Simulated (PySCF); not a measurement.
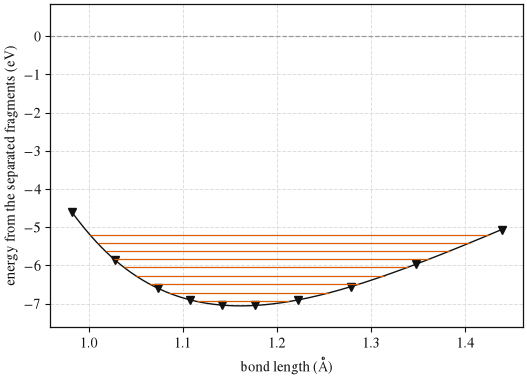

Bond curve of NO, doublet (excess alpha electrons: πy +1). revPBE/def2-TZVPPD, PySCF, UKS. One reference determinant with the occupation held, the lowest that a PBE0 search over spins and occupations found; no spin-orbit coupling. Zero is the separated fragments in their ground configurations, without counterpoise. 2 further points of the run are not drawn. Horizontal lines: vibrational levels from ωe and ωexe, starting at v = 0.

### What constants does a Dunham fit to the curve give (main isotopes)?

re = 1.161 Å, ωe = 1872 cm⁻¹, ωexe = 12.4 cm⁻¹, De = 7.06 eV, Be = 1.67 cm⁻¹.

### Give the computed points.

```csv
r (Å),E (eV)
0.982,−4.60
1.028,−5.86
1.074,−6.60
1.108,−6.90
1.142,−7.04
1.176,−7.05
1.222,−6.91
1.279,−6.55
1.348,−5.97
1.439,−5.06
```

Note: lowest determinant of a PBE0 search, another state may lie lower.
